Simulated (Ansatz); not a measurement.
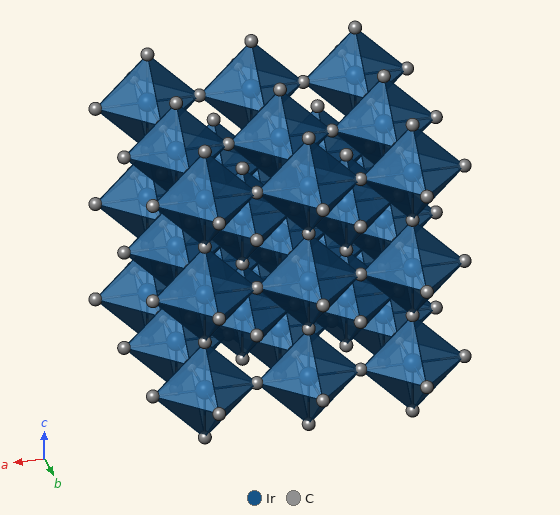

Polyhedra are drawn about Ir (bonds: C–Ir below 2.3 Å); other atoms are plain spheres.

The compound is IrC3 (space group Im-3m, No. 229), taken as coordinates from a relaxation with DFT PBE, scalar-relativistic, plane waves, PAW in Ansatz 0.2.0; the starting structure was generated, so it need not be a known form of this composition.

What figure surrounds each Ir atom, and what does it share with the other drawn polyhedra?

Answer. Ir: IrC6 octahedron, sharing corners with six neighbours.

What is the connectivity of the polyhedra: isolated, groups, chains, layers or framework?

Answer. They form a three-dimensional framework of corner-sharing octahedra, in two interpenetrating copies.
